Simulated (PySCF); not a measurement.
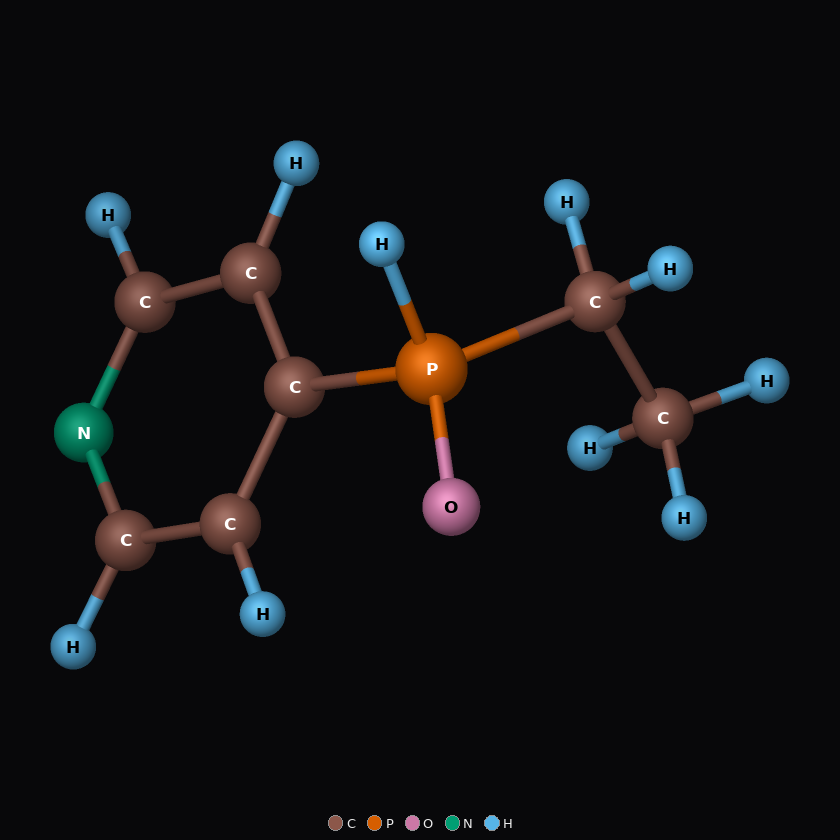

Rendered structure (ball-and-stick style).

Computed geometry: PBE0-D3(BJ)/def2-SVP optimisation. No frequency run is at hand to confirm it as a minimum.

Description:

Formula C7H10NOP. Its SMILES string is `CC[P@H](=O)c1ccncc1`. Independent rings (smallest set): 1 of 6 members, 1 of them aromatic. This geometry has C1 symmetry. Coordination: 2 C tetrahedral; 1 P tetrahedral; 5 C trigonal planar; 1 N bent.

The parts below concern this one geometry. Atoms keep their numbers from picture to picture.

## Geometry

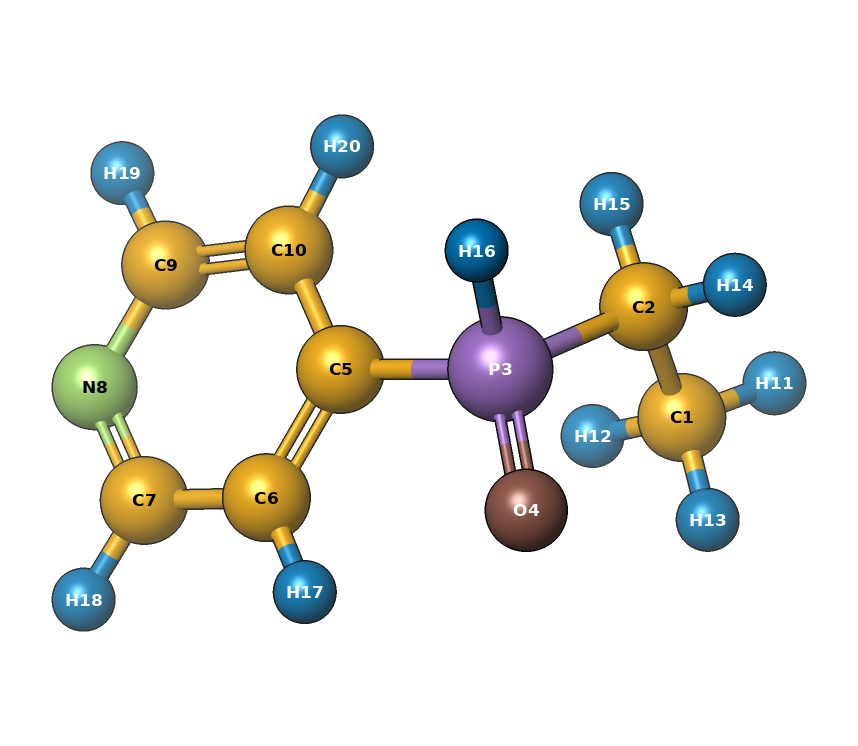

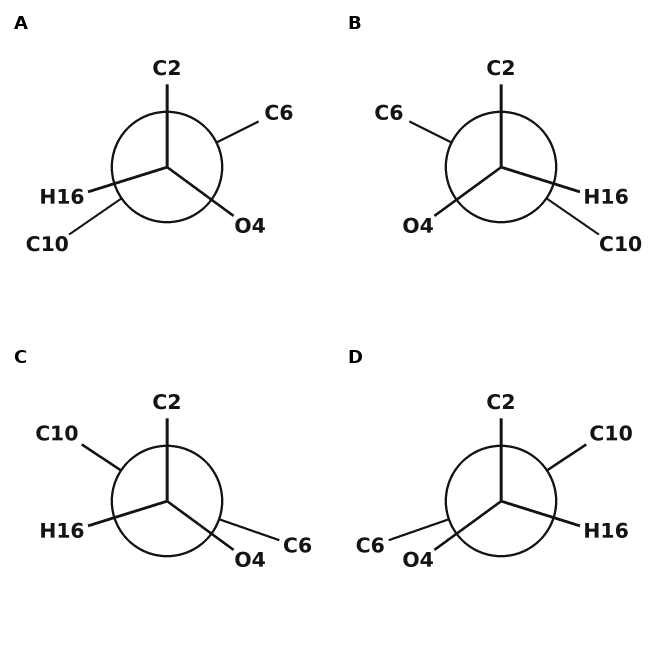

Atoms fade into the background with distance from the viewer. Bonds that would overlap in a projection are set slightly apart. No frequency run is at hand to confirm it as a minimum.

Question: Which Newman projection shows the view along P3–C5, with P3 in front?

Answer: C. The torsion angle O4–P3–C5–C6 is −3°, synperiplanar (eclipsed).

## Electronic properties

No frequency run is at hand to confirm it as a minimum. Properties computed with ωB97X-D/pcSseg-1, gas phase (PySCF 2.14.0).

What does the calculation give?

- dipole moment: 3.69 D
- HOMO energy (Kohn–Sham orbital): −9.57 eV
- LUMO energy (Kohn–Sham orbital): 0.19 eV
- HOMO–LUMO gap: 9.75 eV

## Excitation

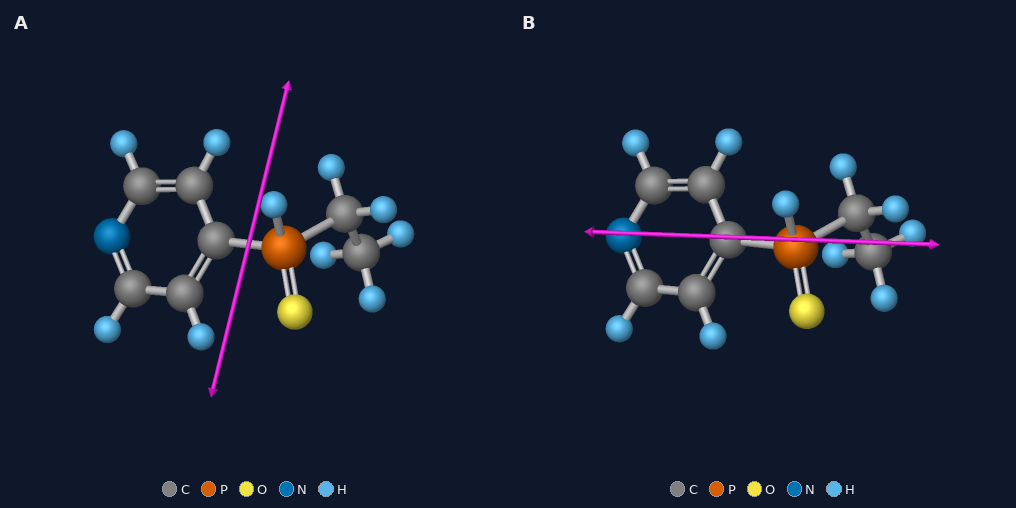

The double arrows show the directions of two transition dipoles from the ground state (lengths mean nothing). No frequency run is at hand to confirm it as a minimum. Properties computed with TDDFT CAM-B3LYP/def2-SVPD, vertical, gas phase, core orbitals frozen in the response (PySCF 2.14.0).

Question: One belongs to singlet state 3 and one to singlet state 7. Which is which?

Answer: A: state 3, 5.40 eV (230 nm), oscillator strength 0.050, mainly HOMO−1 → LUMO (weight 0.73).
B: state 7, 7.02 eV (177 nm), oscillator strength 0.016, mainly HOMO−3 → LUMO+1 (weight 0.60).

## NMR shielding

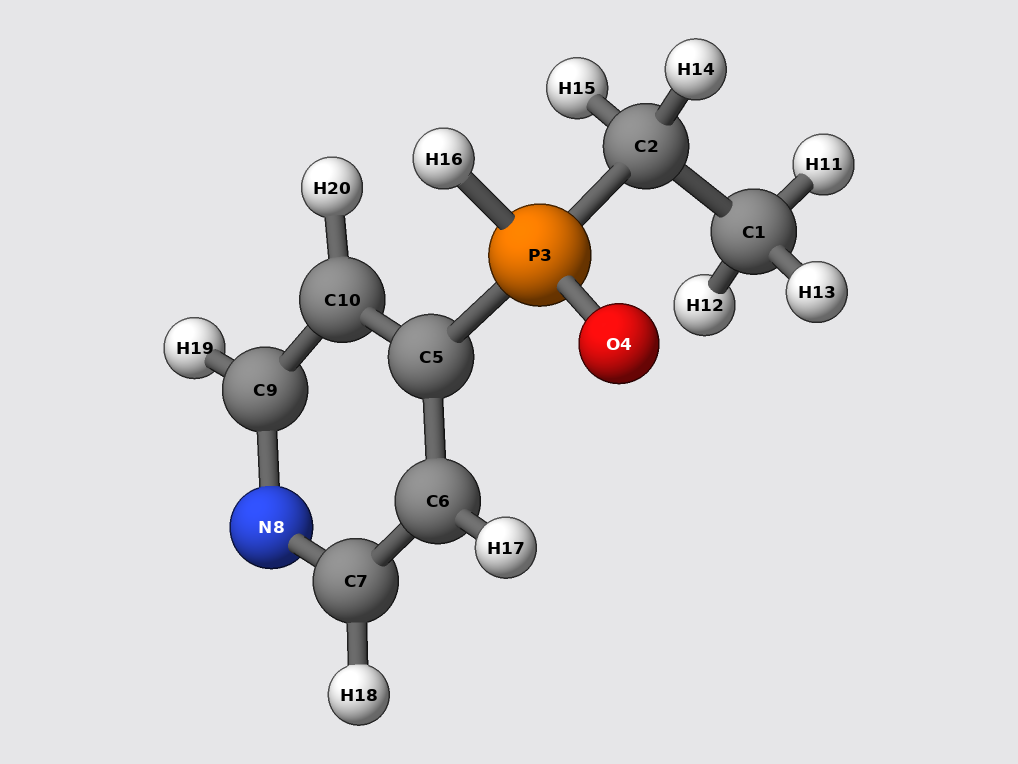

No frequency run is at hand to confirm it as a minimum. Level of theory: GIAO PBE0/pcSseg-1 NMR shielding, non-relativistic, IEF-PCM chloroform (PySCF 2.14.0). Principal shieldings σ11 ≤ σ22 ≤ σ33, span Ω = σ33 − σ11, skew κ = 3(σiso − σ22)/Ω.

Give the shielding tensors of the P atoms.

```json
{"atom": "P3", "σ11": "225.1", "σ22": "248.0", "σ33": "480.3", "σiso": "317.8", "Ω": "255.3", "κ": "0.82"}
```

Shieldings and span in ppm.
